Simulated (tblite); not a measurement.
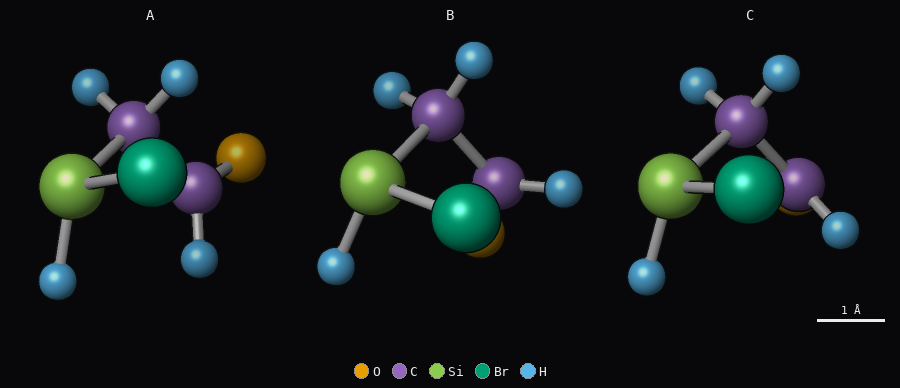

3 geometries from one relaxation of C$_{2}$H$_{4}$BrOSi (multiplicity 2), in shuffled order. The picture is a ball-and-stick view, seen from a free direction.

All numbers below come from tblite, GFN2-xTB geometry optimisation, gas phase. 

> Order the frames from highest to lowest energy.

A, C, B. They are steps 0, 35, 88, at +0.448 eV, +0.131 eV relative to the last. After 88 geometry steps the energy has fallen by 0.448 eV. An H atom moves most after the best rigid fit: 1.50 Å. By element the largest moves are H 1.50 Å, O 1.46 Å, Br 0.77 Å, C 0.21 Å, Si 0.08 Å. Near-neighbour distances that change, for instance: C–Si 1.841 → 1.918 Å, C–C 1.527 → 1.480 Å, C–H 1.118 → 1.088 Å, Br–Si 2.256 → 2.233 Å. Among the angles between lasting bonds that change: C–C–Si 113.3° → 102.6°, C–C–H 104.4° → 112.3°, C–C–H 120.1° → 114.1°. Groups turn about C–C by about 85°, C–Si by about 30°. Cost: 0.33 s on 1 thread of Arm Neoverse V2 (shared host).
